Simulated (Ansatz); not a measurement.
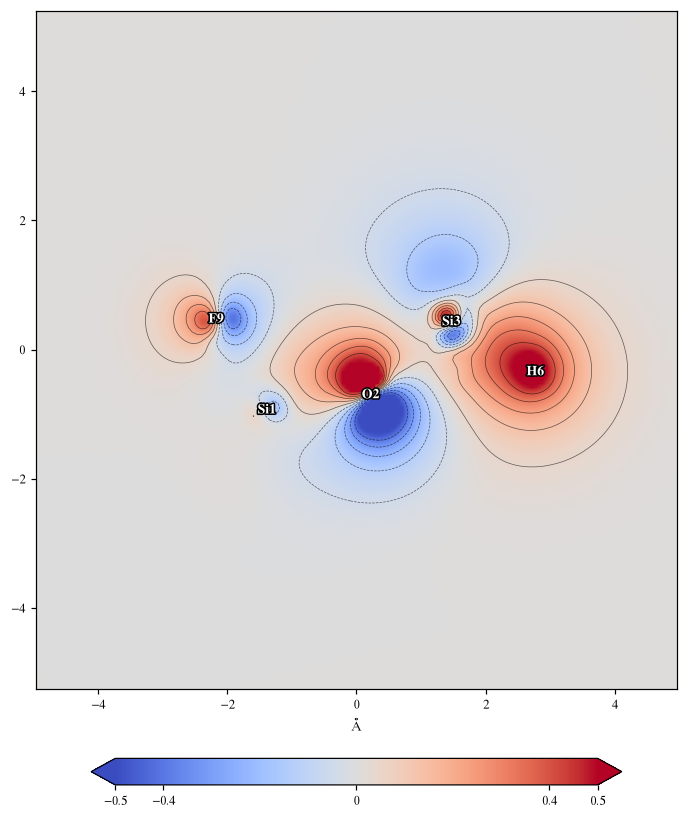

Figure. F₃H₃OSi₂···H₂. The HOMO−1 on the plane of atoms O2, Si1 and F9 (values in Å⁻³ᐟ²; the overall sign is arbitrary).

Computed with RKS PBE/def2-SVP in Ansatz 0.2.0.

```yaml
atoms:
  - { symbol: Si, position_ang: [-0.2576, 0.5322, 0.0062] }
  - { symbol: O, position_ang: [-0.8515, 0.6700, 1.5098] }
  - { symbol: Si, position_ang: [-1.4167, -0.1538, 2.8740] }
  - { symbol: H, position_ang: [-2.5249, -1.0848, 2.4747] }
  - { symbol: H, position_ang: [-0.2915, -0.9326, 3.4892] }
  - { symbol: H, position_ang: [-1.9212, 0.8822, 3.8300] }
  - { symbol: F, position_ang: [1.1062, 1.3719, -0.1456] }
  - { symbol: F, position_ang: [-1.3067, 1.0860, -1.0813] }
  - { symbol: F, position_ang: [0.0613, -1.0099, -0.3605] }
  - { symbol: H, position_ang: [1.1635, -2.6922, 1.0725] }
  - { symbol: H, position_ang: [1.4762, -3.1377, 1.6151] }
```

### Where does this orbital lie, and at what energy?

Its weight (Hirshfeld) is mainly on O2 (about 30 %), Si3 (about 25 %), H6 (about 20 %) and H4 (about 10 %). Its energy is −8.23 eV.
